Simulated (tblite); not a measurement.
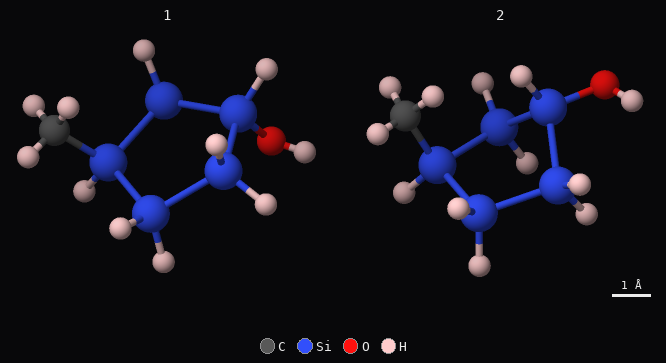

Two geometries of CH12OSi5, drawn at one scale. One is the start of a relaxation, the other its converged end. A ball-and-stick model, seen at a tilt.

Level of theory: GFN2-xTB geometry optimisation, gas phase in tblite. 

**Which geometry has the lower energy?**

Structure 1 is the relaxed one. An H atom moves most after the best rigid fit: 2.25 Å. Largest moves by element: H 2.25 Å, O 1.78 Å, Si 0.79 Å, C 0.63 Å. Some distances before and after: Si–Si 2.226 → 2.349 Å, Si–Si 2.245 → 2.337 Å, O–Si 1.697 → 1.643 Å, H–O 0.998 → 0.953 Å. Among the angles between lasting bonds that change: O–Si–Si 113.0° → 99.9°, Si–O–H 110.9° → 122.3°, H–Si–H 114.1° → 103.0°. Groups turn about Si–Si by about 80°, Si–Si by about 75°, Si–Si by about 45°. After 152 geometry steps the energy has fallen by 100.2 kJ/mol.
